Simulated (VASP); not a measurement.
Band structure of KMgF₃ (cubic perovskite). Computed with PBEsol GGA, VASP's PBE PAW potentials (set 64) (plane waves; VASP).

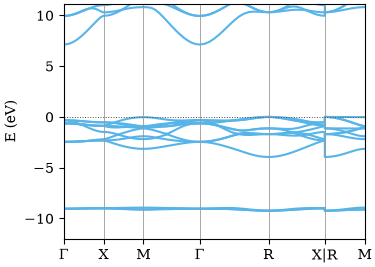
Fig. 1. Bands along high-symmetry lines, zero at the valence-band maximum or, without a gap, the Fermi level

**Question.** Read the plot: is there a gap, and where are the band edges?

**Answer.** The gap is indirect, 7.13 eV, from the valence maximum at R to the conduction minimum at Γ. (Edges off the drawn lines would not show.)

Measured: gap 12.40 eV (computed value off by -5.27 eV), as given by M. Sahnoun et al., Materials Chemistry and Physics (2004), doi:10.1016/j.matchemphys.2004.11.019.

The compound is KMgF3 in the cubic perovskite structure. It was relaxed first.
